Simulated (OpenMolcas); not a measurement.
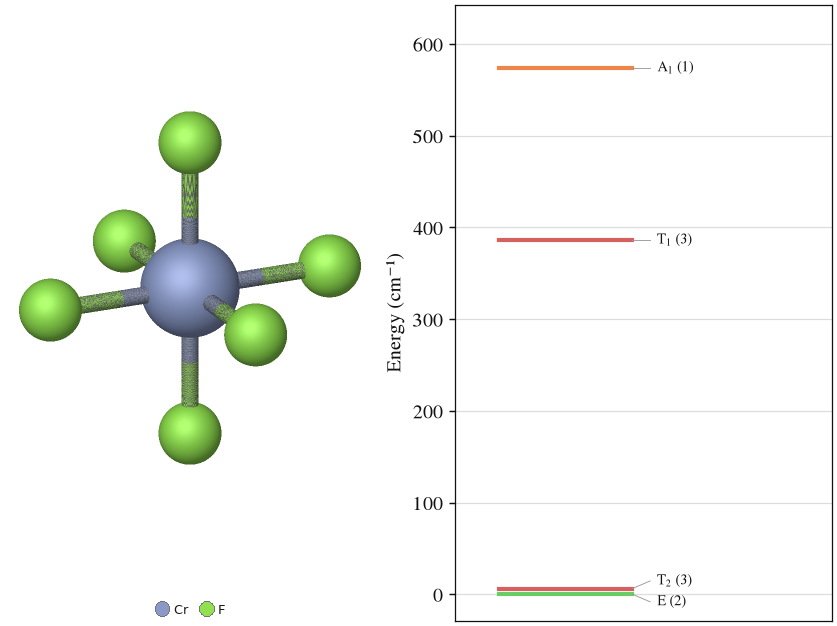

Cr⁴⁺ (3d²) as a dopant in Cs₂GeF₆, a cluster with its 6 nearest F⁻ at 1.804 Å (octahedron) embedded in model potentials and point charges; the geometry was set, not optimised, and its levels. Labels give the representation in O, Td, D4 or D3 as the site allows (double group for half-integer spin) where it could be assigned and, in brackets, the degeneracy; spin-free states, where drawn, share the zero of the spin-orbit levels. The calculation used state-averaged CASSCF, active space 2 electrons in the shell 3d, basis ANO-RCC-VTZP on the metal and ANO-RCC-VDZP on the ligands, DKH2 scalar Hamiltonian, spin-orbit coupling by RASSI with atomic mean-field integrals (OpenMolcas).

What does the figure show?

Answer. The ground level is E, doubly degenerate, 100 % from states of spin multiplicity 3. Its principal g values are all close to zero. The next level lies at 6.3 cm⁻¹ (T₂). The active orbitals hold 81 to 93 % metal character (Löwdin), and the Mulliken charge of the metal is +2.07.

Known limits: covalent bonds, ligand orbitals missing from the active space; the geometry is set by hand, with no relaxation and no charge compensation.
